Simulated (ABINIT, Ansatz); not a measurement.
## KCaCl3 (Pm-3m): bands and cutoff in G0W0 with ABINIT

What does each rung of G0W0 on KCaCl3 (Pm-3m) cost, and what does it buy?

Method: PBEsol and many-body steps on it, plane waves, in ABINIT 10.8.3.

## (1) Starting point

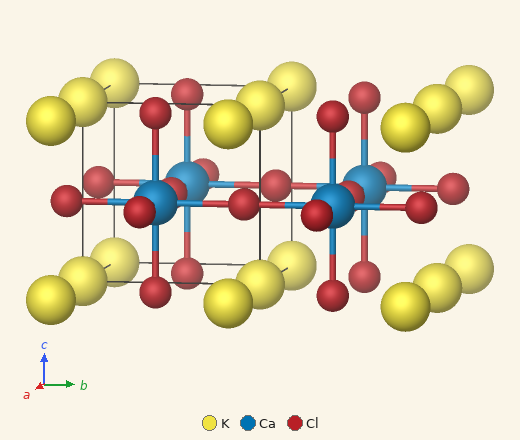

Start, viewed slightly off an axis; potassium yellow, calcium blue, chlorine red. 2×2×1 cells are drawn. Some periodic images of atoms are drawn too.

As a file:

```cif
data_structure
_symmetry_space_group_name_H-M 'Pm-3m'
_symmetry_Int_Tables_number 221
_cell_length_a 5.3935
_cell_length_b 5.3935
_cell_length_c 5.3935
_cell_angle_alpha 90.000
_cell_angle_beta 90.000
_cell_angle_gamma 90.000
_cell_volume 156.90
loop_
_atom_site_label
_atom_site_type_symbol
_atom_site_symmetry_multiplicity
_atom_site_Wyckoff_symbol
_atom_site_fract_x
_atom_site_fract_y
_atom_site_fract_z
_atom_site_occupancy
K1 K 1 a 0.00000 0.00000 0.00000 1
Ca1 Ca 1 b 0.50000 0.50000 0.50000 1
Cl1 Cl 3 c 0.00000 0.50000 0.50000 1
```

The cell and positions are those that the Materials Project relaxed with its own functionals (PBE, PBE+U or r2SCAN), kept fixed.

## (2) Empty states on the mesh, 2×2×2 mesh, 300 bands

This step: ABINIT 10.8.3; DFT, PBEsol, plane waves, norm-conserving pseudopotentials.

The sums over transitions need many empty states on a uniform mesh; this step solves for them.

run.abi reads:

```
acell 3*1.0 Angstrom
rprim 
  5.393523000000 0.000000000000 0.000000000000
  0.000000000000 5.393523000000 0.000000000000
  0.000000000000 0.000000000000 5.393523000000
ntypat 3
znucl 19 20 17
natom 5
typat 1 2 3 3 3
xred 
  0.000000000000 0.000000000000 0.000000000000
  0.500000000000 0.500000000000 0.500000000000
  0.000000000000 0.500000000000 0.500000000000
  0.500000000000 0.000000000000 0.500000000000
  0.500000000000 0.500000000000 0.000000000000
pp_dirpath "pseudos"
pseudos "K.upf, Ca.upf, Cl.upf"
ecut 33
ngkpt 2 2 2
nshiftk 1
shiftk 0 0 0
kptopt 1
chksymbreak 0
iscf -2
irdden 1
istwfk *1
nband 300
nbdbuf 26
tolwfr 1e-09
nstep 60
prtvol 0
indata_prefix "in"
outdata_prefix "out"
tmpdata_prefix "tmp"
```

Started as:

```sh
> OMP_NUM_THREADS=1 mpirun -n 4 abinit run.abi > log
```

Numbers of over 12 decimals in the logs are rounded to 6 here.

The program printed:

```text
.Version 10.8.3 of ABINIT. v10.8.2 released Aug 2026.

 Symmetries : space group Pm -3 m (#221); Bravais cP (primitive cubic)
[... echo of the input left out ...]
== DATASET  1 ==================================================================
-   mpi_nproc: 4, omp_nthreads: 1 (-1 if OMP is not activated)

--- !DatasetInfo
iteration_state: {dtset: 1, }
dimensions: {natom: 5, nkpt: 4, mband: 300, nsppol: 1, nspinor: 1, nspden: 1, mpw: 9627, }
cutoff_energies: {ecut:  33.0, pawecutdg:  -1.0, }
[...]
2.87360    2.87762    2.87762    2.88919    2.89514    2.89514    2.89514    2.93506
   2.93506    2.93506    2.94290    2.94290    2.94290    3.01049    3.01178    3.01373
   3.02041    3.02271    3.02733    3.03034
 prteigrs : prtvol=0 or 1, do not print more k-points.

== END DATASET(S) ==============================================================
================================================================================

 -outvars: echo values of variables after computation  --------
            nband         300
             nkpt           4
          spgroup         221
 [... the other variables as echoed above ...]

 Calculation completed.
```

Run time: 4 min. Hardware: 4 MPI ranks of Arm Neoverse N1, shared host; peak memory 0.55 GiB.

This step gave:

```
gap                                                           : 4.647 eV
k of the valence top                                          : 0.5, 0.5, 0.5
k of the conduction bottom                                    : 0, 0, 0
least direct gap                                              : 4.936 eV
k points computed                                             : 4
lowest point of the top converged band, above the valence top : 74.1369 eV
```

On this mesh the gap is 4.647 eV.

The density comes from a self-consistent run that is not shown.

## (3) Screening, 2×2×2 mesh, 51 bands, screening to 62.6 eV

The RPA dielectric matrix is built and inverted for each q.

This step: RPA screening on PBEsol, plane waves, norm-conserving pseudopotentials.

run.abi: that of step 2 with these lines changed.

```diff
@@ -23,10 +23,11 @@
 chksymbreak 0
-iscf -2
-irdden 1
 istwfk *1
-nband 300
-nbdbuf 26
-tolwfr 1e-09
-nstep 60
-prtvol 0
+occopt 1
+irdwfk 1
+optdriver 3
+nband 51
+ecuteps 2.3
+inclvkb 2
+awtr 1
+symchi 1
 indata_prefix "in"
```

The program printed:

```text
.Version 10.8.3 of ABINIT. v10.8.2 released Aug 2026.

 Symmetries : space group Pm -3 m (#221); Bravais cP (primitive cubic)
[... echo of the input left out ...]
== DATASET  1 ==================================================================
-   mpi_nproc: 4, omp_nthreads: 1 (-1 if OMP is not activated)

--- !DatasetInfo
iteration_state: {dtset: 1, }
dimensions: {natom: 5, nkpt: 4, mband: 51, nsppol: 1, nspinor: 1, nspden: 1, mpw: 9627, }
cutoff_energies: {ecut:  33.0, pawecutdg:  -1.0, }
electrons: {nelect:   4.00000000E+01, charge:   0.00000000E+00, occopt:   1.00000000E+00, tsmear:   1.00000000E-02, }

 SCREENING: Calculation of the susceptibility and dielectric matrices

 Based on a program developped by R.W. Godby, V. Olevano, G. Onida, and L. Reining.
 Incorporated in ABINIT by V. Olevano, G.-M. Rignanese, and M. Torrent.
.Using double precision arithmetic ; gwpc =  8

[... cell and pseudopotentials left out ...]
--------------------------------------------------------------------------------

 ==== K-mesh for the wavefunctions ====
 Number of points in the irreducible wedge :     4
[... list of points left out ...]
 Together with 48 symmetry operations and time-reversal symmetry
 yields     8 points in the full Brillouin Zone.

 ==== Q-mesh for the screening function ====
 Number of points in the irreducible wedge :     4
[... list of points left out ...]
 Together with 48 symmetry operations and time-reversal symmetry
 yields     8 points in the full Brillouin Zone.

 setmesh: FFT mesh size selected  =    36x   36x   36
          total number of points  =        46656

 vcoul_init : cutoff-mode = AUXILIARY_FUNCTION
 q-points for optical limit:   1
     1)      0.000010    0.000020    0.000030

- screening: taking advantage of time-reversal symmetry
- Maximum band index for partially occupied states nbvw = 20
- Remaining bands to be divided among processors   nbcw = 31
- Number of bands treated by each node ~7

 Number of electrons calculated from density =   40.0000; Expected =   40.0000
 average of density, n =  0.037779
 r_s =    1.8488
 omega_plasma =   18.7490 [eV]

 calculating chi0 at frequencies [eV] :
  1    0.000000E+00    0.000000E+00
  2    0.000000E+00    1.874902E+01

--------------------------------------------------------------------------------
  q-point number  1        q = ( 0.000000, 0.000000, 0.000000) [r.l.u.]
--------------------------------------------------------------------------------
[... chi0 elements left out ...]
 For q-point:  0.000010 0.000020 0.000030
  dielectric constant =   2.5368
  dielectric constant without local fields =   2.9354

  Average fulfillment of the sum rule on Im[epsilon] for q-point    1 :     35.90  [%]
[... wings left out ...]
  q-point number  2        q = ( 0.500000, 0.000000, 0.000000) [r.l.u.]
--------------------------------------------------------------------------------
[... chi0 elements left out ...]
  Average fulfillment of the sum rule on Im[epsilon] for q-point    2 :     47.58  [%]

 [... 2 further q-points ...]
```

Elapsed: 17 s, on 4 MPI ranks; peak memory 0.96 GiB; 66 s of CPU time.

This step gave:

| Quantity | Value |
| --- | --- |
| ε∞ with local fields, on this mesh, along the program's q direction | 2.537 |
| the same without local fields | 2.935 |
| plasma frequency | 18.75 eV |
| plane waves in the screening matrix | 179 |

Local fields lower ε∞ by 14 %. On a Γ-centred mesh this coarse the value itself is usually too large, while a short band sum pulls it down.

## (4) 51 bands, 62.6 eV

The self-energy is evaluated for the states that the input lists, and the levels follow from it, in one-shot runs by the linearised quasiparticle equation.

This step: G0W0 on PBEsol, plane waves, norm-conserving pseudopotentials.

run.abi: that of step 3 with these lines changed.

```diff
@@ -26,8 +26,17 @@
 irdwfk 1
-optdriver 3
+optdriver 4
 nband 51
+gwcalctyp 0
+ecutsigx 33
+symsigma 1
+nkptgw 2
+kptgw 
+  0.5000000000 0.5000000000 0.5000000000
+  0.0000000000 0.0000000000 0.0000000000
+bdgw 
+  18 24
+  18 24
 ecuteps 2.3
-inclvkb 2
-awtr 1
-symchi 1
+irdscr 1
+ppmodel 1
 indata_prefix "in"
```

The program printed:

```text
.Version 10.8.3 of ABINIT. v10.8.2 released Aug 2026.

 Symmetries : space group Pm -3 m (#221); Bravais cP (primitive cubic)
[... echo of the input left out ...]
== DATASET  1 ==================================================================
-   mpi_nproc: 4, omp_nthreads: 1 (-1 if OMP is not activated)

--- !DatasetInfo
iteration_state: {dtset: 1, }
dimensions: {natom: 5, nkpt: 4, mband: 51, nsppol: 1, nspinor: 1, nspden: 1, mpw: 9627, }
cutoff_energies: {ecut:  33.0, pawecutdg:  -1.0, }
electrons: {nelect:   4.00000000E+01, charge:   0.00000000E+00, occopt:   1.00000000E+00, tsmear:   1.00000000E-02, }

 SIGMA: Calculation of the GW corrections

 Based on a program developped by R.W. Godby, V. Olevano, G. Onida, and L. Reining.
 Incorporated in ABINIT by V. Olevano, G.-M. Rignanese, and M. Torrent.
.Using double precision arithmetic ; gwpc =  8

[... cell and pseudopotentials left out ...]
--------------------------------------------------------------------------------

 ==== K-mesh for the wavefunctions ====
 Number of points in the irreducible wedge :     4
[... list of points left out ...]
 Together with 48 symmetry operations and time-reversal symmetry
 yields     8 points in the full Brillouin Zone.

 ==== Q-mesh for screening function ====
 Number of points in the irreducible wedge :     4
[... list of points left out ...]
 Together with 48 symmetry operations and time-reversal symmetry
 yields     8 points in the full Brillouin Zone.

 vcoul_init : cutoff-mode = AUXILIARY_FUNCTION
 q-points for optical limit:   1
     1)      0.000010    0.000020    0.000030
 setmesh: FFT mesh size selected  =    54x   54x   54
          total number of points  =       157464

 Number of electrons calculated from density =   40.0000; Expected =   40.0000
 average of density, n =  0.037779
 r_s =    1.8488
 omega_plasma =   18.7490 [eV]

 === KS Band Gaps ===
  >>>> For spin  1
   Minimum direct gap =   4.9356 [eV], located at k-point      :   0.0000  0.0000  0.0000
   Fundamental gap    =   4.6466 [eV], Top of valence bands at :   0.5000  0.5000  0.5000
                                       Bottom of conduction at :   0.0000  0.0000  0.0000
 SIGMA fundamental parameters:
 PLASMON POLE MODEL  1
 number of plane-waves for SigmaX                 9627
 number of plane-waves for SigmaC and W            179
 number of plane-waves for wavefunctions          9627
 number of bands                                    51
 number of independent spin polarizations            1
 number of spinorial components                      1
 number of k-points in IBZ                           4
 number of q-points in IBZ                           4
 number of symmetry operations                      48
 number of k-points in BZ                            8
 number of q-points in BZ                            8
 number of frequencies for dSigma/dE                 9
 frequency step for dSigma/dE [eV]                0.25
 number of omega for Sigma on real axis              0
 max omega for Sigma on real axis  [eV]           0.00
 zcut for avoiding poles [eV]                     0.10

 EPSILON^-1 parameters (SCR file):
 dimension of the eps^-1 matrix on file            179
 dimension of the eps^-1 matrix used               179
 number of plane-waves for wavefunctions          9627
 number of bands                                    51
 number of q-points in IBZ                           4
 number of frequencies                               2
 number of real frequencies                          1
 number of imag frequencies                          1

 matrix elements of self-energy operator (all in [eV])

 Perturbative Calculation

--- !SelfEnergy_ee
iteration_state: {dtset: 1, }
kpoint     : [   0.500,    0.500,    0.500, ]
spin       : 1
KS_gap     :    6.260
QP_gap     :    8.817
Delta_QP_KS:    2.557
data: !SigmaeeData |
     Band     E0 <VxcDFT>   SigX SigC(E0)      Z dSigC/dE  Sig(E)    E-E0       E
       18  -0.113 -14.235 -18.503   3.074   0.816  -0.225 -15.209  -0.975  -1.088
       19  -0.113 -14.235 -18.503   3.074   0.816  -0.225 -15.209  -0.975  -1.088
       20  -0.113 -14.235 -18.503   3.074   0.816  -0.225 -15.209  -0.975  -1.088
       21   6.148  -6.512  -2.560  -2.157   0.881  -0.134  -4.929   1.582   7.730
       22   7.151  -8.334  -3.719  -2.078   0.877  -0.140  -6.110   2.224   9.375
       23   7.151  -8.334  -3.719  -2.078   0.877  -0.140  -6.110   2.224   9.375
[...]
--- !SelfEnergy_ee
iteration_state: {dtset: 1, }
kpoint     : [   0.000,    0.000,    0.000, ]
spin       : 1
KS_gap     :    4.936
QP_gap     :    7.315
Delta_QP_KS:    2.379
data: !SigmaeeData |
     Band     E0 <VxcDFT>   SigX SigC(E0)      Z dSigC/dE  Sig(E)    E-E0       E
[...]
22   5.431 -11.616  -5.726  -2.447   0.851  -0.175  -8.684   2.932   8.363
       23   5.431 -11.616  -5.726  -2.447   0.851  -0.175  -8.684   2.932   8.363
       24   5.431 -11.616  -5.726  -2.447   0.851  -0.175  -8.684   2.932   8.363

== END DATASET(S) ==============================================================
================================================================================

 -outvars: echo values of variables after computation  --------
           etotal      0.0000000000E+00
            nband          51
             nkpt           4
          spgroup         221
 [... the other variables as echoed above ...]

 Calculation completed.
```

The job ended after 9.3 s (4 MPI ranks; peak memory 1.1 GiB; 37 s of CPU time).

Numbers from this step:

* G0W0 gap on the points computed: 6.998 eV
* starting gap on the mesh: 4.647 eV
* k of the valence top: 0.5, 0.5, 0.5
* k of the conduction bottom: 0, 0, 0
* Z at the valence top: 0.816
* Z at the conduction bottom: 0.878
* least direct G0W0 gap on the computed points: 7.315 eV

The gap on the mesh goes from 4.65 eV to 7.00 eV, a correction of +2.35 eV.

## (5) Screening, 2×2×2 mesh, 123 bands, screening to 114.3 eV

This step: RPA screening on PBEsol, plane waves, norm-conserving pseudopotentials.

run.abi: that of step 4 with these lines changed.

```diff
@@ -26,17 +26,8 @@
 irdwfk 1
-optdriver 4
-nband 51
-gwcalctyp 0
-ecutsigx 33
-symsigma 1
-nkptgw 2
-kptgw 
-  0.5000000000 0.5000000000 0.5000000000
-  0.0000000000 0.0000000000 0.0000000000
-bdgw 
-  18 24
-  18 24
-ecuteps 2.3
-irdscr 1
-ppmodel 1
+optdriver 3
+nband 123
+ecuteps 4.2
+inclvkb 2
+awtr 1
+symchi 1
 indata_prefix "in"
```

The program printed:

```text
.Version 10.8.3 of ABINIT. v10.8.2 released Aug 2026.

 Symmetries : space group Pm -3 m (#221); Bravais cP (primitive cubic)
[... echo of the input left out ...]
== DATASET  1 ==================================================================
-   mpi_nproc: 4, omp_nthreads: 1 (-1 if OMP is not activated)

--- !DatasetInfo
iteration_state: {dtset: 1, }
dimensions: {natom: 5, nkpt: 4, mband: 123, nsppol: 1, nspinor: 1, nspden: 1, mpw: 9627, }
cutoff_energies: {ecut:  33.0, pawecutdg:  -1.0, }
electrons: {nelect:   4.00000000E+01, charge:   0.00000000E+00, occopt:   1.00000000E+00, tsmear:   1.00000000E-02, }

 SCREENING: Calculation of the susceptibility and dielectric matrices

 Based on a program developped by R.W. Godby, V. Olevano, G. Onida, and L. Reining.
 Incorporated in ABINIT by V. Olevano, G.-M. Rignanese, and M. Torrent.
.Using double precision arithmetic ; gwpc =  8

[... cell and pseudopotentials left out ...]
--------------------------------------------------------------------------------

 ==== K-mesh for the wavefunctions ====
 Number of points in the irreducible wedge :     4
[... list of points left out ...]
 Together with 48 symmetry operations and time-reversal symmetry
 yields     8 points in the full Brillouin Zone.

 ==== Q-mesh for the screening function ====
 Number of points in the irreducible wedge :     4
[... list of points left out ...]
 Together with 48 symmetry operations and time-reversal symmetry
 yields     8 points in the full Brillouin Zone.

 setmesh: FFT mesh size selected  =    36x   36x   36
          total number of points  =        46656

 vcoul_init : cutoff-mode = AUXILIARY_FUNCTION
 q-points for optical limit:   1
     1)      0.000010    0.000020    0.000030

- screening: taking advantage of time-reversal symmetry
- Maximum band index for partially occupied states nbvw = 20
- Remaining bands to be divided among processors   nbcw = 103
- Number of bands treated by each node ~25

 Number of electrons calculated from density =   40.0000; Expected =   40.0000
 average of density, n =  0.037779
 r_s =    1.8488
 omega_plasma =   18.7490 [eV]

 calculating chi0 at frequencies [eV] :
  1    0.000000E+00    0.000000E+00
  2    0.000000E+00    1.874902E+01

--------------------------------------------------------------------------------
  q-point number  1        q = ( 0.000000, 0.000000, 0.000000) [r.l.u.]
--------------------------------------------------------------------------------
[... chi0 elements left out ...]
 For q-point:  0.000010 0.000020 0.000030
  dielectric constant =   2.5479
  dielectric constant without local fields =   2.9960

  Average fulfillment of the sum rule on Im[epsilon] for q-point    1 :     58.77  [%]
[... wings left out ...]
  q-point number  2        q = ( 0.500000, 0.000000, 0.000000) [r.l.u.]
--------------------------------------------------------------------------------
[... chi0 elements left out ...]
  Average fulfillment of the sum rule on Im[epsilon] for q-point    2 :     65.01  [%]

 [... 2 further q-points ...]
```

Wall time 49 s (4 MPI ranks); peak memory 1.2 GiB.

Numbers from this step:

```
ε∞ with local fields, on this mesh, along the program's q direction : 2.548
the same without local fields                                       : 2.996
plasma frequency                                                    : 18.75 eV
plane waves in the screening matrix                                 : 461
```

[end of part 1 of 2]

[Paths, hosts, dates, memory and timing lines, banners, echoed tables and standing remarks are left out of the program output.]

[Logs are printed without paths, hosts, clocks, repeated set-up lines and the standing remarks that a program may print on its own settings, such as how far it seeks lower states.]

[Runs of the session that timed out or met a known fault of the program may be left out.]

[Hosts, paths, dates, database ids (printed as entryN), source tags and the programs' standing remarks are cut or masked in the printed files.]

[G0W0 gaps are taken among the corrected bands and points alone; a level outside them can change the order at an edge.]

[Where Ansatz stands beside ABINIT at settings called matched, ABINIT's density can come from a denser mesh and the files from another edition; pairs whose starting gaps differed by over 0.03 eV were left out, so agreement reads better than it is.]
